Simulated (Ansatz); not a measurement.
# CCl2F+: an energy map over bond length C2–Cl4 and angle Cl3–C2–Cl4

A grid of calculations on CCl2F, SMILES F[C+](Cl)Cl, charge +1, to see where the energy is lowest and how it rises around there.

The runs use Ansatz 0.2.0; RHF/def2-TZVP.

## Step 1: The starting structure

SMILES `F[C+](Cl)Cl`, 4 atoms, charge 1, spin multiplicity 1.

Atoms are counted from 1 here; the program's logs count them from 0.

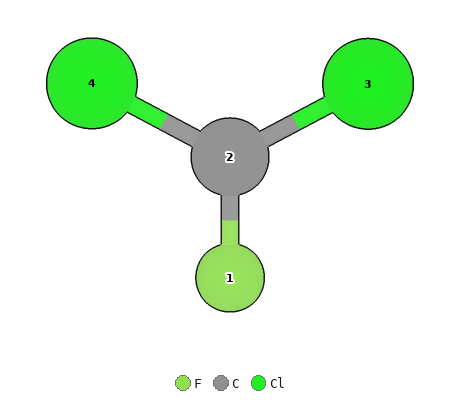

As it starts; colours as in the key; atoms are numbered from 1 in the order of the file.

Geometry (Å):

```xyz
4
CCl2F
F     0.57090    0.81536    0.90343
C     0.02894    0.04133    0.04582
Cl    0.57414   -1.51064   -0.05018
Cl   -1.17398    0.65393   -0.89906
```

## Step 2: Geometry optimisation

The input, input.yaml:

```yaml
crystal:
  periodic: [false, false, false]
  atoms:
    - { symbol: F, position_ang: [0.570905, 0.815362, 0.903425] }
    - { symbol: C, position_ang: [0.028937, 0.041333, 0.045815] }
    - { symbol: Cl, position_ang: [0.574142, -1.510636, -0.050176] }
    - { symbol: Cl, position_ang: [-1.173984, 0.653931, -0.899064] }
total_charge: 1
basis:
  gaussian: { orbitals: def2-TZVP }
hamiltonian:
  xc: hf
output:
  forces: true
relax:
  f_tol: 0.003
  max_steps: 120
```

Command:

```sh
$ ansatz run input.yaml --threads 1 --pin off --max-ram 2560MiB --backend cpu --events-out ev --progress --plain --runs-dir out
```

Standard output:

```text
Warning: RAYON_NUM_THREADS=1 ignored (pool sized by the plan → 1); use --threads N
The last accepted step is kept in <dir> (removed where the run ends without a failure and the disk answers)
Engine: ansatz 0.2.0, aarch64-unknown-linux-gnu
Functional definition: HF
  exchange = exact_x
  correlation = 0
1074 factors; their error is unknown
mean field evaluation 1: about -28732.8200 eV, gradient 4.0e1 eV
mean field evaluation 2: about -28734.2927 eV, gradient 3.0e1 eV
mean field evaluation 4: about -28735.5994 eV, gradient 9.2e-1 eV
mean field evaluation 8: about -28735.6046 eV, gradient 3.6e-2 eV
mean field evaluation 16: about -28735.9833 eV, gradient 2.4e-5 eV
mean field -28735.98325296 eV, -1056.0279065972 hartree, gradient 2.4e-5 eV, S^2 0.000000; 0 other end points of the search recorded, 0 dependent functions left out
the calculation of the forces begins
reference -28735.98325296 eV, -1056.0279065972 hartree; 24, 24 occupied and 112, 112 virtual orbitals, 1074 factors
relax step   1: F+E_penalty+E_count = -28735.98325296 eV  Δ(F+E_penalty+E_count) = +0.000e0 eV  max|allowed force component| = 1.748e0 eV/Å  Δτ_max = 0.0000 Å  (37 SCF iters, accepted)
these checks for a lower state are left out or cut short: starts, cluster_reference, orbital_swaps, neighbouring_geometries, increment
1074 factors; their error is unknown
mean field -28736.05401443 eV, -1056.0305070334 hartree, gradient 2.6e-5 eV, S^2 0.000000; 0 other end points of the search recorded, 0 dependent functions left out
the calculation of the forces begins
reference -28736.05401443 eV, -1056.0305070334 hartree; 24, 24 occupied and 112, 112 virtual orbitals, 1074 factors
relax step   2: F+E_penalty+E_count = -28736.05401443 eV  Δ(F+E_penalty+E_count) = -7.076e-2 eV  max|allowed force component| = 5.744e-1 eV/Å  Δτ_max = 0.0263 Å  (33 SCF iters, accepted)
these checks for a lower state are left out or cut short: starts, cluster_reference, orbital_swaps, neighbouring_geometries, increment
1074 factors; their error is unknown
mean field -28736.05867356 eV, -1056.0306782533 hartree, gradient 2.7e-5 eV, S^2 0.000000; 0 other end points of the search recorded, 0 dependent functions left out
the calculation of the forces begins
reference -28736.05867356 eV, -1056.0306782533 hartree; 24, 24 occupied and 112, 112 virtual orbitals, 1074 factors
relax step   3: F+E_penalty+E_count = -28736.05867356 eV  Δ(F+E_penalty+E_count) = -4.659e-3 eV  max|allowed force component| = 2.954e-1 eV/Å  Δτ_max = 0.0170 Å  (33 SCF iters, accepted)
these checks for a lower state are left out or cut short: starts, cluster_reference, orbital_swaps, neighbouring_geometries, increment
1074 factors; their error is unknown
mean field evaluation 32: about -28735.6840 eV, gradient 1.1e-2 eV
mean field -28736.06279899 eV, -1056.0308298598 hartree, gradient 2.6e-5 eV, S^2 0.000000; 0 other end points of the search recorded, 0 dependent functions left out
the calculation of the forces begins
reference -28736.06279899 eV, -1056.0308298598 hartree; 24, 24 occupied and 112, 112 virtual orbitals, 1074 factors
relax step   4: F+E_penalty+E_count = -28736.06279899 eV  Δ(F+E_penalty+E_count) = -4.125e-3 eV  max|allowed force component| = 9.715e-3 eV/Å  Δτ_max = 0.0163 Å  (32 SCF iters, accepted)
these checks for a lower state are left out or cut short: starts, cluster_reference, orbital_swaps, neighbouring_geometries, increment
1074 factors; their error is unknown
mean field -28736.06280217 eV, -1056.0308299769 hartree, gradient 2.4e-5 eV, S^2 0.000000; 0 other end points of the search recorded, 0 dependent functions left out
the calculation of the forces begins
reference -28736.06280217 eV, -1056.0308299769 hartree; 24, 24 occupied and 112, 112 virtual orbitals, 1074 factors
relax step   5: F+E_penalty+E_count = -28736.06280217 eV  Δ(F+E_penalty+E_count) = -3.185e-6 eV  max|allowed force component| = 1.058e-3 eV/Å  Δτ_max = 0.0003 Å  (33 SCF iters, accepted)
1074 factors; their error is unknown
mean field evaluation 64: about -28733.5431 eV, gradient 3.8e1 eV
mean field -28736.06280217 eV, -1056.0308299769 hartree, gradient 2.4e-5 eV, S^2 0.000000; 1 other end points of the search recorded, 0 dependent functions left out
the calculation of the forces begins
reference -28736.06280217 eV, -1056.0308299769 hartree; 24, 24 occupied and 112, 112 virtual orbitals, 1074 factors
Total energy: -28736.06280217 eV, -1056.0308299769 hartree
Atom 0 at     0.555575     0.793425     0.879057 Å, force     0.000031    -0.000090    -0.000292 eV/Å
Atom 1 at     0.030881     0.044082     0.048820 Å, force    -0.000345    -0.000143     0.000346 eV/Å
Atom 2 at     0.569436    -1.486927    -0.045030 Å, force     0.000918    -0.000825     0.000342 eV/Å
Atom 3 at    -1.155892     0.649411    -0.882847 Å, force    -0.000603     0.001058    -0.000396 eV/Å
Dipole moment:    -0.052174    -0.074517    -0.082568 e Å
```

Run time: 26 s. Hardware: 1 thread of Arm Neoverse N1, shared host; peak memory 0.25 GiB.

Step by step:

```tsv
step	energy from step 1 (eV)	largest force component (eV/Å)
1	0.0000	1.7480
2	-0.0708	0.5744
3	-0.0754	0.2954
4	-0.0795	0.0097
5	-0.0795	0.0011
```

Distances of close pairs at the start and the end, largest changes first:

```tsv
bond	before (Å)	after (Å)	change (Å)
F1–C2	1.276	1.235	-0.041
C2–Cl4	1.648	1.626	-0.022
C2–Cl3	1.648	1.626	-0.022
```

## Step 3: The grid

The axes are (1) bond length C2–Cl4: 15 values from 1.431 to 2.032 Å; (2) angle Cl3–C2–Cl4: 15 values from 79.0 to 169.0 °.

Nothing else is relaxed (all other coordinates rigid). Energies count from the relaxed molecule at the same level. Points are written as (first, second).

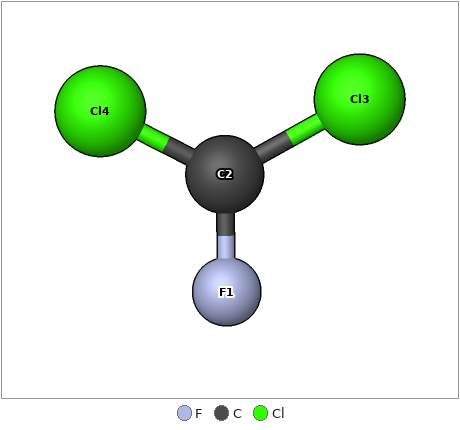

The geometry at (1.474 Å, 124.0°).

Of the runs on the grid, 3 are shown in the steps below; the others differ only in the two coordinates.

## Step 4: The run at (1.474 Å, 124.0°)

The input, input.yaml:

```yaml
crystal:
  periodic: [false, false, false]
  atoms:
    - { symbol: F, position_ang: [0.555575, 0.793425, 0.879057] }
    - { symbol: C, position_ang: [0.030881, 0.044082, 0.04882] }
    - { symbol: Cl, position_ang: [0.56914, -1.487011, -0.045359] }
    - { symbol: Cl, position_ang: [-1.045159, 0.59293, -0.795917] }
total_charge: 1
basis:
  gaussian: { orbitals: def2-TZVP }
hamiltonian:
  xc: hf
output:
  forces: true
```

Command:

```sh
$ ansatz run input.yaml --threads 1 --pin off --max-ram 2560MiB --backend cpu --events-out ev --progress --plain --runs-dir out
```

Standard output:

```text
Warning: RAYON_NUM_THREADS=1 ignored (pool sized by the plan → 1); use --threads N
[... 4 set-up lines as earlier in the session ...]
1074 factors; their error is unknown
mean field evaluation 1: about -28732.7245 eV, gradient 3.8e1 eV
mean field evaluation 2: about -28734.1986 eV, gradient 2.6e1 eV
mean field evaluation 4: about -28735.1158 eV, gradient 8.1e-1 eV
mean field evaluation 8: about -28735.1198 eV, gradient 3.4e-2 eV
mean field -28735.49874918 eV, -1056.0101014119 hartree, gradient 2.1e-5 eV, S^2 0.000000; 0 other end points of the search recorded, 0 dependent functions left out
the calculation of the forces begins
reference -28735.49874918 eV, -1056.0101014119 hartree; 24, 24 occupied and 112, 112 virtual orbitals, 1074 factors
Total energy: -28735.49874918 eV, -1056.0101014119 hartree
Atom 0 at     0.555575     0.793425     0.879057 Å, force     0.804769     0.267047     0.910187 eV/Å
Atom 1 at     0.030881     0.044082     0.048820 Å, force     4.973747    -2.713932     3.832571 eV/Å
Atom 2 at     0.569140    -1.487011    -0.045359 Å, force     0.462145    -0.642313     0.195363 eV/Å
Atom 3 at    -1.045159     0.592930    -0.795917 Å, force    -6.240661     3.089198    -4.938121 eV/Å
Dipole moment:    -0.174723     0.012847    -0.168554 e Å
```

Run time: 4.3 s. Hardware: 1 thread of Arm Neoverse N1, shared host; peak memory 0.25 GiB.

Energy on the map's scale: 54 kJ/mol.

## Step 5: Point (1.645 Å, 124.0°)

input.yaml, as its differences from that of step 4:

```diff
@@ -6,3 +6,3 @@
     - { symbol: Cl, position_ang: [0.56914, -1.487011, -0.045359] }
-    - { symbol: Cl, position_ang: [-1.045159, 0.59293, -0.795917] }
+    - { symbol: Cl, position_ang: [-1.169991, 0.656602, -0.893915] }
 total_charge: 1
```

Command:

```sh
$ ansatz run input.yaml --threads 1 --pin off --max-ram 2560MiB --backend cpu --events-out ev --progress --plain --runs-dir out
```

Standard output:

```text
Warning: RAYON_NUM_THREADS=1 ignored (pool sized by the plan → 1); use --threads N
[... 4 set-up lines as earlier in the session ...]
1074 factors; their error is unknown
mean field evaluation 1: about -28733.1339 eV, gradient 3.9e1 eV
mean field evaluation 2: about -28734.5844 eV, gradient 2.8e1 eV
mean field evaluation 4: about -28735.6727 eV, gradient 8.8e-1 eV
mean field evaluation 8: about -28735.6773 eV, gradient 3.7e-2 eV
mean field -28736.05619309 eV, -1056.0305870976 hartree, gradient 2.0e-5 eV, S^2 0.000000; 0 other end points of the search recorded, 0 dependent functions left out
the calculation of the forces begins
reference -28736.05619309 eV, -1056.0305870976 hartree; 24, 24 occupied and 112, 112 virtual orbitals, 1074 factors
Total energy: -28736.05619309 eV, -1056.0305870976 hartree
Atom 0 at     0.555575     0.793425     0.879057 Å, force    -0.081517    -0.029489    -0.093512 eV/Å
Atom 1 at     0.030881     0.044082     0.048820 Å, force    -0.366284     0.206651    -0.278651 eV/Å
Atom 2 at     0.569140    -1.487011    -0.045359 Å, force    -0.045442     0.065168    -0.018636 eV/Å
Atom 3 at    -1.169991     0.656602    -0.893915 Å, force     0.493243    -0.242330     0.390799 eV/Å
Dipole moment:    -0.037643    -0.084661    -0.072285 e Å
```

Run time: 4.2 s. Hardware: 1 thread of Arm Neoverse N1, shared host; peak memory 0.24 GiB.

Energy on the map's scale: 0.6 kJ/mol.

## Step 6: Point (1.602 Å, 85.4°)

The input, input.yaml:

```yaml
crystal:
  periodic: [false, false, false]
  atoms:
    - { symbol: F, position_ang: [0.555575, 0.793425, 0.879057] }
    - { symbol: C, position_ang: [0.030881, 0.044082, 0.04882] }
    - { symbol: Cl, position_ang: [-0.215038, -1.341272, -0.765524] }
    - { symbol: Cl, position_ang: [-1.1386, 0.640591, -0.869272] }
total_charge: 1
basis:
  gaussian: { orbitals: def2-TZVP }
hamiltonian:
  xc: hf
output:
  forces: true
```

Command:

```sh
$ ansatz run input.yaml --threads 1 --pin off --max-ram 2560MiB --backend cpu --events-out ev --progress --plain --runs-dir out
```

Standard output:

```text
Warning: RAYON_NUM_THREADS=1 ignored (pool sized by the plan → 1); use --threads N
[... 4 set-up lines as earlier in the session ...]
1074 factors; their error is unknown
mean field evaluation 1: about -28728.7134 eV, gradient 3.8e1 eV
mean field evaluation 2: about -28730.2193 eV, gradient 2.7e1 eV
mean field evaluation 4: about -28731.3727 eV, gradient 9.9e-1 eV
mean field evaluation 8: about -28731.3794 eV, gradient 5.5e-2 eV
mean field -28731.75487043 eV, -1055.8725164053 hartree, gradient 2.6e-5 eV, S^2 0.000000; 0 other end points of the search recorded, 0 dependent functions left out
the calculation of the forces begins
reference -28731.75487043 eV, -1055.8725164053 hartree; 24, 24 occupied and 112, 112 virtual orbitals, 1074 factors
Total energy: -28731.75487043 eV, -1055.8725164053 hartree
Atom 0 at     0.555575     0.793425     0.879057 Å, force     0.971122    -2.681957    -0.137262 eV/Å
Atom 1 at     0.030881     0.044082     0.048820 Å, force    -3.237900     2.236409    -2.300573 eV/Å
Atom 2 at    -0.215038    -1.341272    -0.765524 Å, force     6.452940    -9.507451     2.509470 eV/Å
Atom 3 at    -1.138600     0.640591    -0.869272 Å, force    -4.186162     9.952999    -0.071635 eV/Å
Dipole moment:     0.069949    -0.105805     0.026053 e Å
```

Wall time 4.3 s (1 thread of Arm Neoverse N1, shared host); peak memory 0.25 GiB.

On the map this point reads 416 kJ/mol.

## Step 7: Energy over the grid

225 points were computed. Energies in kJ/mol, from the relaxed molecule at the same level:

| angle Cl3–C2–Cl4 (°) ↓, bond length C2–Cl4 (Å) → | 1.431 | 1.474 | 1.517 | 1.559 | 1.602 | 1.645 | 1.688 | 1.731 | 1.774 | 1.817 | 1.860 | 1.903 | 1.946 | 1.989 | 2.032 |
| --- | --- | --- | --- | --- | --- | --- | --- | --- | --- | --- | --- | --- | --- | --- | --- |
| 169.0 | 720 | 685 | 664 | 653 | 651 | 656 | 666 | 680 | 697 | 717 | 737 | 759 | 781 | 804 | 826 |
| 162.6 | 502 | 466 | 443 | 432 | 430 | 434 | 444 | 457 | 474 | 493 | 514 | 535 | 557 | 580 | 603 |
| 156.2 | 346 | 309 | 286 | 274 | 271 | 275 | 284 | 297 | 314 | 332 | 353 | 374 | 396 | 419 | 442 |
| 149.7 | 237 | 199 | 175 | 163 | 159 | 162 | 171 | 184 | 200 | 218 | 238 | 260 | 282 | 305 | 328 |
| 143.3 | 166 | 127 | 102 | 89 | 84 | 87 | 95 | 107 | 123 | 141 | 161 | 182 | 205 | 227 | 250 |
| 136.9 | 121 | 81 | 56 | 41 | 36 | 38 | 45 | 57 | 72 | 90 | 110 | 131 | 153 | 176 | 199 |
| 130.4 | 99 | 58 | 31 | 16 | 9 | 10 | 16 | 28 | 42 | 60 | 79 | 100 | 122 | 144 | 167 |
| 124.0 | 98 | 54 | 26 | 9 | 1 | 1 | 6 | 16 | 30 | 47 | 66 | 86 | 107 | 129 | 152 |
| 117.6 | 115 | 69 | 39 | 20 | 10 | 8 | 13 | 21 | 34 | 50 | 67 | 87 | 108 | 129 | 151 |
| 111.2 | 152 | 104 | 71 | 50 | 38 | 34 | 36 | 43 | 54 | 68 | 84 | 102 | 122 | 143 | 164 |
| 104.7 | 214 | 162 | 125 | 101 | 86 | 79 | 78 | 83 | 91 | 103 | 117 | 134 | 152 | 171 | 191 |
| 98.3 | 304 | 248 | 206 | 178 | 158 | 147 | 143 | 144 | 149 | 158 | 169 | 183 | 198 | 215 | 232 |
| 91.9 | 432 | 370 | 322 | 288 | 263 | 247 | 237 | 233 | 233 | 237 | 244 | 254 | 266 | 279 | 293 |
| 85.4 | 616 | 546 | 490 | 448 | 416 | 391 | 374 | 363 | 356 | 354 | 355 | 358 | 364 | 372 | 382 |
| 79.0 | 867 | 788 | 723 | 672 | 629 | 595 | 568 | 547 | 531 | 520 | 512 | 507 | 505 | 505 | 507 |

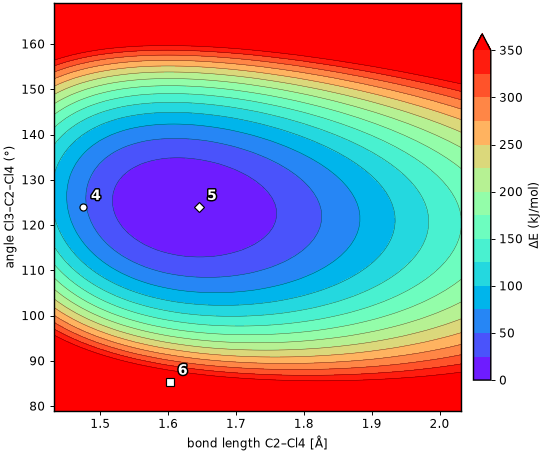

The map; numbers mark the steps of this session that print a point's run. The picture shows filled contours, one colour for all values above the top of the scale. Between grid points the surface is interpolated.

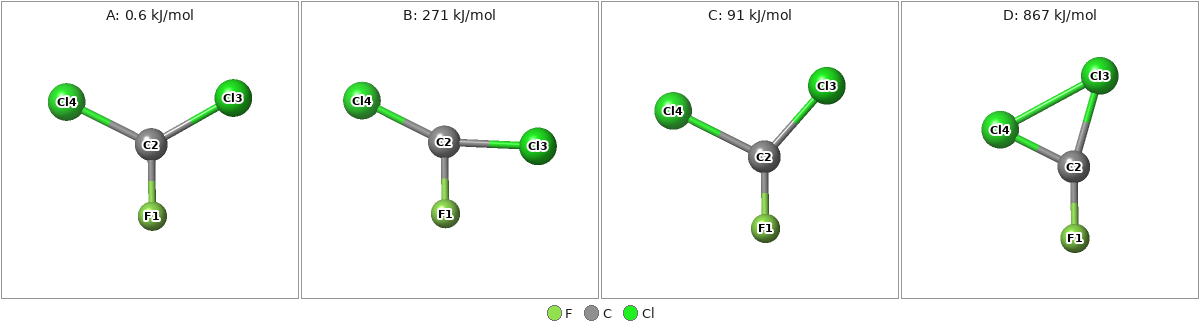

Structures on the grid, at one scale: A at (1.645 Å, 124.0°); B at (1.602 Å, 156.2°); C at (1.774 Å, 104.7°); D at (1.431 Å, 79.0°).

On the same grid, largest force on an atom (eV/Å):

```csv
"angle Cl3–C2–Cl4 (°) ↓, bond length C2–Cl4 (Å) →",1.431,1.474,1.517,1.559,1.602,1.645,1.688,1.731,1.774,1.817,1.860,1.903,1.946,1.989,2.032
169.0,20.1,20.1,20.1,20.2,20.2,20.2,20.2,20.3,20.3,20.3,20.4,20.4,20.4,20.4,20.4
162.6,14.5,14.5,14.5,14.5,14.5,14.5,14.5,14.6,14.6,14.6,14.7,14.7,14.7,14.8,14.8
156.2,12.5,10.0,10.0,10.0,9.9,9.9,10.0,10.0,10.0,10.0,10.1,10.1,10.1,10.2,10.2
149.7,12.4,9.1,6.6,6.6,6.6,6.5,6.6,6.6,6.6,6.6,6.6,6.7,6.7,6.7,6.7
143.3,12.0,8.8,6.3,4.4,4.1,4.1,4.1,4.1,4.2,4.7,5.0,5.3,5.4,5.5,5.5
136.9,11.7,8.3,5.7,3.8,2.4,2.3,2.4,3.4,4.1,4.6,5.0,5.2,5.4,5.5,5.5
130.4,12.0,8.2,5.1,3.1,1.5,1.0,2.2,3.2,3.9,4.5,4.9,5.2,5.3,5.5,5.5
124.0,12.4,8.5,5.4,3.0,0.9,0.7,1.9,2.9,3.7,4.3,4.7,5.0,5.3,5.4,5.5
117.6,13.0,9.1,5.9,3.4,1.4,1.4,2.3,3.0,3.5,4.1,4.5,4.9,5.1,5.3,5.4
111.2,13.7,9.8,6.6,4.2,2.2,2.3,3.3,3.9,4.4,4.8,5.0,5.2,5.3,5.3,5.3
104.7,14.8,10.9,7.7,5.3,3.6,3.3,4.2,4.9,5.4,5.8,6.0,6.2,6.2,6.3,6.2
98.3,16.4,12.5,9.3,6.9,5.4,5.0,5.1,5.8,6.3,6.7,6.9,7.1,7.2,7.2,7.2
91.9,18.7,14.8,11.7,9.3,8.0,7.5,6.9,6.7,7.2,7.5,7.8,7.9,8.0,8.0,8.0
85.4,22.1,18.3,15.2,12.8,11.8,11.0,10.3,9.6,8.9,8.3,8.5,8.7,8.8,8.8,8.7
79.0,26.8,23.2,20.1,17.9,16.8,15.8,14.9,13.9,13.1,12.2,11.4,10.7,10.0,9.3,9.3
```

## Step 8: Outcome

| quantity | value |
| --- | --- |
| lowest point | (1.645 Å, 124.0°), 0.6 kJ/mol |
| highest computed point | (1.431 Å, 79.0°), 867 kJ/mol above the lowest |
| largest force on an atom (eV/Å) | 0.7 at (1.645 Å, 124.0°) to 26.8 at (1.431 Å, 79.0°); 0.7 at the lowest point |
| time for the whole task | 17 min on 1 thread, shared host |

What this shows: The lowest computed point is at (1.645 Å, 124.0°), 0.6 kJ/mol from the relaxed molecule at the same level. The grid is coarse, so the lowest point of the scanned range may lie between grid points; coordinates that were held can hide deeper minima. The grid shows no well of another kind. The highest computed point, (1.431 Å, 79.0°), lies 867 kJ/mol above the lowest. Round the minimum the valley is somewhat tilted: raising bond length C2–Cl4 shifts the best value of angle Cl3–C2–Cl4 downwards (coupling k₁₂/√(k₁₁k₂₂) about 0.1).
